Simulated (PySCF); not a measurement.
H6BNO2Si, SMILES [SiH2](N)B(O)O at its GFN2-xTB optimised geometry (Å):

```
11

N      1.6115    -1.1491     0.0000
Si    -0.1333    -1.1491     0.0000
B     -0.6640     0.7476     0.0000
O      0.1336     1.7698     0.4317
O     -1.8972     1.0943    -0.4287
H      2.0855    -0.6416    -0.7322
H      2.0767    -2.0350     0.1236
H     -0.4201    -1.8962     1.2383
H     -0.7125    -1.9834    -1.0749
H      0.9994     1.5194     0.7503
H     -2.0855     2.0350    -0.3780
```

Calculation: PBE/def2-TZVP (PySCF 2.14.0). Cells within 0.4 Å of a nucleus heavier than hydrogen are left out (blank, or x).

Map of the deformation density (molecule minus spherical neutral atoms) (e/bohr³) on the plane z = 0.6 Å:

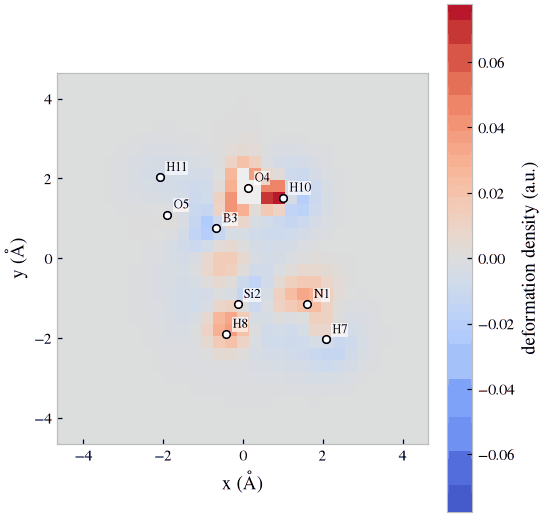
Figure. Deformation density (molecule minus spherical neutral atoms) (e/bohr³) on the plane z = 0.6 Å.
